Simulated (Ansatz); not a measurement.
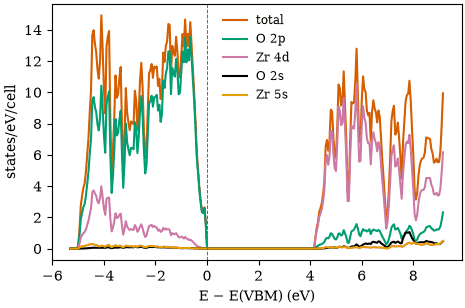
Total and projected density of states of ZrO2 in space group P2_1/c (No. 14; Zr on 4e, O on 4e, O on 4e), r²SCAN in the plane-wave PAW code Ansatz

Q: Which orbitals carry the states next to the gap?

A: Top 1 eV of the valence band: O 2p 93 %. Bottom 1 eV of the conduction band: Zr 4d 86 %, O 2p 10 %. Projections are on Löwdin-orthogonalised atomic valence shells; empty p or d shells of many metals are not among them.

Q: Where is the tallest occupied peak in this window, and what makes it?

A: Near -4.1 eV, about 15 states/eV per cell; the largest projected share is O 2p.

The r²SCAN relaxation kept the symmetry of its start. The run is not spin-polarised. Scalar-relativistic: spin–orbit coupling is off unless named, which matters more the heavier the elements.

Potentials: the later of the program's two PAW sets.
